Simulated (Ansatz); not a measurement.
# CH8AlBN2: what the fields show

Input

```
crystal:
  periodic: [false, false, false]
  atoms:
    - { symbol: C, position_ang: [-1.044, 1.122, -1.1967] }
    - { symbol: "N", position_ang: [-1.1939, -0.2892, -1.3037] }
    - { symbol: Al, position_ang: [-0.9296, -1.1016, 0.4] }
    - { symbol: B, position_ang: [1.0052, -0.9099, 1.3588] }
    - { symbol: "N", position_ang: [2.0639, -0.1486, 0.6905] }
    - { symbol: H, position_ang: [-1.2756, 1.6272, -2.2107] }
    - { symbol: H, position_ang: [-0.0538, 1.4791, -0.8639] }
    - { symbol: H, position_ang: [-1.8248, 1.5791, -0.5188] }
    - { symbol: H, position_ang: [-0.4221, -0.6026, -1.8918] }
    - { symbol: H, position_ang: [-2.0427, -1.9923, 1.0991] }
    - { symbol: H, position_ang: [1.0979, -1.4805, 2.4092] }
    - { symbol: H, position_ang: [2.9118, -0.2074, 1.3541] }
    - { symbol: H, position_ang: [1.7282, 0.8899, 0.6887] }
basis:
  gaussian:
    orbitals: "6-31G*"
hamiltonian:
  xc: r2scan0
output:
  orbitals: {}
```

Run with:

```sh
python energy_ch8albn2.py
```

The calculation used SCF r2SCAN0, Gaussian basis in Ansatz 0.2.0.

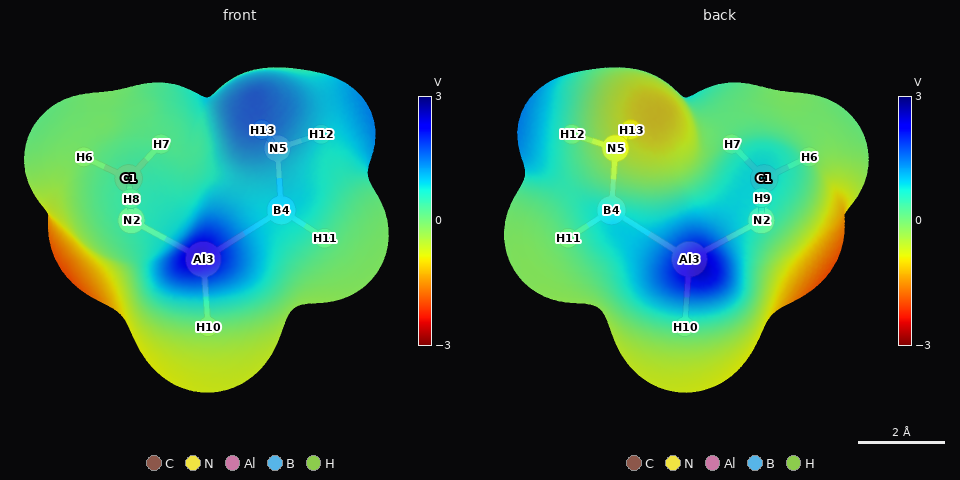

Figure 1. The electrostatic potential painted on the density surface at 0.001 e/bohr³, seen from the front and from behind; the colour scale runs from red (negative) to blue (positive).

Q: Which sites attract a positive test charge, and which a negative one?

A: A positive charge is drawn to the negative regions and a negative charge to the positive ones. The most negative region (about −1.9 V, or −44 kcal/mol for a unit charge) lies over N2, the most positive (about +2.4 V, or +55 kcal/mol for a unit charge) over Al3. N2 is the likeliest acceptor of a hydrogen bond.

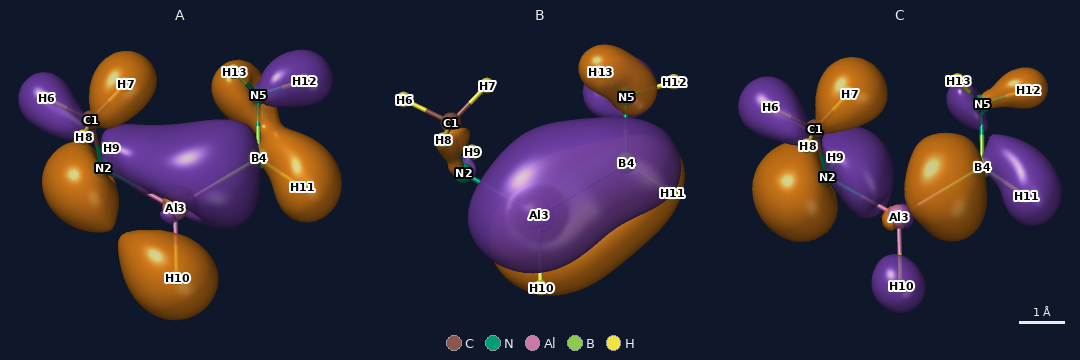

Figure 2. Three frontier orbitals at ±0.08 Å⁻³ᐟ² (orange and purple are the two phases), in no order.

Q: Order the three orbitals by energy and name them.

A: A is the HOMO−1 (−7.16 eV). Its weight (Hirshfeld) is mainly on Al3 (about 25 %), B4 (about 20 %), N2 (about 20 %), H10 (about 10 %) and N5 (about 10 %). C is the HOMO (−5.86 eV). It lies mainly on N2 (about 45 %), B4 (about 15 %), Al3 (about 10 %) and C1 (about 5 %). B is the LUMO (−1.89 eV). Its weight (Hirshfeld) is mainly on Al3 (about 50 %), B4 (about 30 %) and N5 (about 10 %); π-bonding across Al3–B4.

Q: What is the HOMO–LUMO gap?

A: 3.97 eV between the orbital energies.

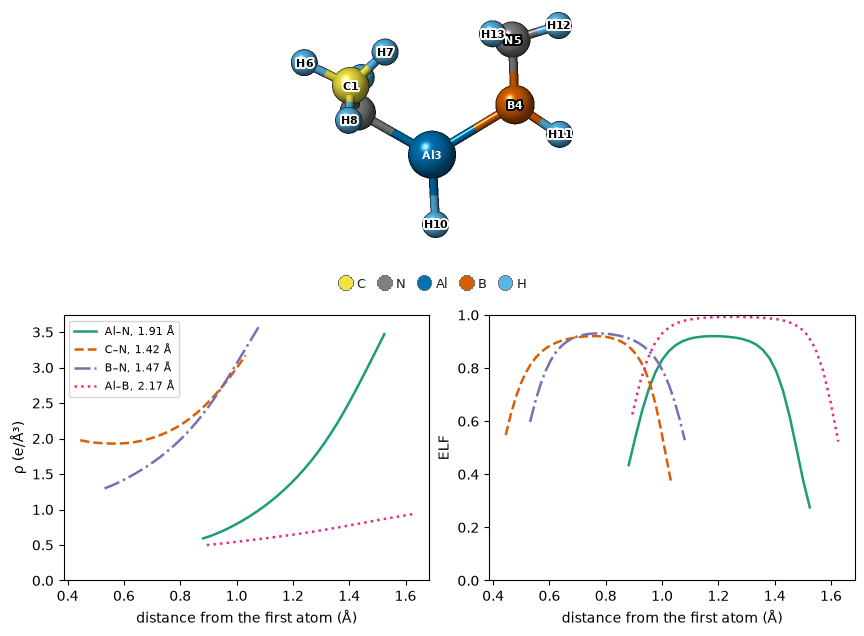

Figure 3. Electron density and electron localisation function along straight lines between neighbouring atoms. The curves leave out the atomic cores. The structure is drawn too.

Q: What can be read from the curves?

A: Al–N (1.91 Å): the density is about 0.7 e/Å³ at the midpoint; the ELF peaks at about 0.90 in the valence shell of N, 0.7 Å from its nucleus, and is about 0.70 at the midpoint.
C–N (1.42 Å): ρ at the midpoint is about 2 e/Å³; the ELF peaks at about 0.90 between the atoms: localised, covalent bonding.
B–N (1.47 Å): ρ at the midpoint is about 1.8 e/Å³; the ELF peaks at about 0.95 between the atoms, as expected for a shared but strongly polarised pair.
Al–B (2.17 Å): the density is about 0.59 e/Å³ at the midpoint; the ELF peaks at about 1 between the atoms; a shared electron pair.
